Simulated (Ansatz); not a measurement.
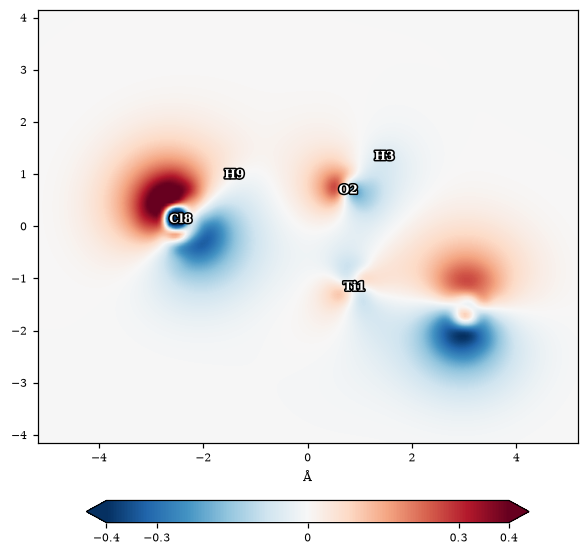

*ClFH2O2Ti···HCl. The HOMO−1 on the plane of atoms Ti1, O2 and H3 (values in Å⁻³ᐟ²; the overall sign is arbitrary).*

Not at a stationary point (largest force 1.9 eV/Å).

These are results of Ansatz 0.2.0, RHF/def2-SVP, not measurements.

Input

```
crystal:
  periodic: [false, false, false]
  atoms:
    - { symbol: Ti, position_ang: [0.0, 0.0, 0.0] }
    - { symbol: O, position_ang: [0.0, 0.0, 2.27] }
    - { symbol: H, position_ang: [-0.9095, -0.2814, 2.6071] }
    - { symbol: O, position_ang: [1.8106, 0.0, -0.6394] }
    - { symbol: H, position_ang: [2.1269, -0.9521, -0.756] }
    - { symbol: F, position_ang: [-0.8619, 1.4933, -0.6094] }
    - { symbol: Cl, position_ang: [-1.1163, -1.9339, -0.7892] }
    - { symbol: Cl, position_ang: [1.4003, 2.1117, 0.8419] }
    - { symbol: H, position_ang: [0.7292, 1.0997, 2.0419] }
basis:
  gaussian: { orbitals: def2-SVP }
hamiltonian:
  xc: hf
relax:
  f_tol: 0.15
  max_steps: 25
  restrain:
    - { distance: [0, 7], at: 3.57, k: 30.0 }
    - { distance: [8, 1], at: 2.21, k: 30.0 }
    - { distance: [0, 1], at: 1.92, k: 30.0 }
    - { distance: [8, 7], at: 1.37, k: 30.0 }
output:
  orbitals: {}
```

Launched as:

```sh
ansatz run input.yaml --threads 2 --pin off --max-ram 3072MiB --backend cpu --events-out ev --progress --plain --runs-dir out
```

The fields are those of the run's last geometry, not of the input's.

What is the character of this orbital?

Its weight (Hirshfeld) is mainly on Cl8 (about 70 %) and Cl7 (about 20 %); largely a lone pair of Cl8. Its energy is −12.72 eV.
